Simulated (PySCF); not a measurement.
C5H15Si2Te, SMILES C[Si](C)[Te][Si](C)(C)C, doublet at its GFN2-xTB optimised geometry (Å):

```
23

C     -0.7316     2.4591    -1.7555
Si    -0.9313     1.7148     0.0000
C     -2.7309     2.0929     0.5197
Te    -0.6833    -0.8055     0.0000
Si     1.8234    -0.8055     0.0000
C      2.5618     0.0139    -1.5541
C      2.5105     0.0919     1.5333
C      2.3469    -2.6308     0.0400
H      0.2314     2.2055    -2.1869
H     -0.8173     3.5414    -1.7456
H     -1.5041     2.0701    -2.4156
H     -2.9177     3.1613     0.5670
H     -3.4276     1.6647    -0.1972
H     -2.9561     1.6699     1.4932
H      2.3805     1.0844    -1.5504
H      2.1254    -0.3938    -2.4608
H      3.6356    -0.1371    -1.6088
H      2.1660    -0.3804     2.4479
H      3.5961     0.0850     1.5460
H      2.1825     1.1270     1.5533
H      3.4276    -2.7315     0.0647
H      1.9476    -3.1319     0.9160
H      1.9853    -3.1613    -0.8352
```

Calculation: unrestricted B3LYP/def2-SVP, def2 effective core potentials past Kr (PySCF). The core electrons that the potentials of Te replace are not part of the density.

Map of the HOMO amplitude (α) (bohr^(-3/2)) on the plane z = 1.0 Å; orbital energy -5.15 eV, overall sign arbitrary:

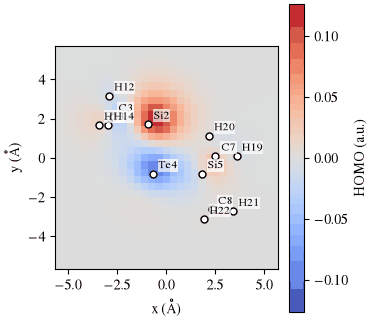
Figure. HOMO amplitude (α) (bohr^(-3/2)) on the plane z = 1.0 Å.
